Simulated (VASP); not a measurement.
```yaml
crystal:
  lattice:
    - [0.00000, 1.95460, 1.95460]
    - [1.95460, 0.00000, 1.95460]
    - [1.95460, 1.95460, 0.00000]
  atoms:
    - { symbol: Pd, position: [0.00000, 0.00000, 0.00000] }
```

The numbers are results of rev-vdW-DF2, VASP's PBE PAW potentials (set 64) (plane waves; VASP), not measurements. Run with 520 eV cut-off, 18×18×18 Γ-centred mesh, tetrahedra with Blöchl corrections, potentials Pd.

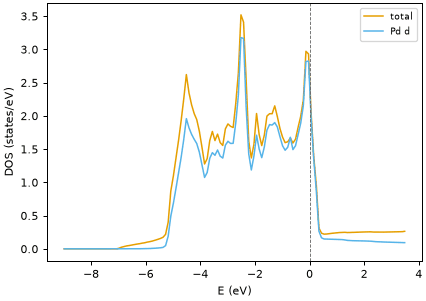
Figure. Total and projected density of states, zero at the Fermi level

Within 2 eV below the Fermi level the largest weight inside VASP's projection spheres is Pd d.

It has no gap at this level: it comes out as a metal or semimetal.

The compound is Pd in the fcc structure. It was relaxed first.
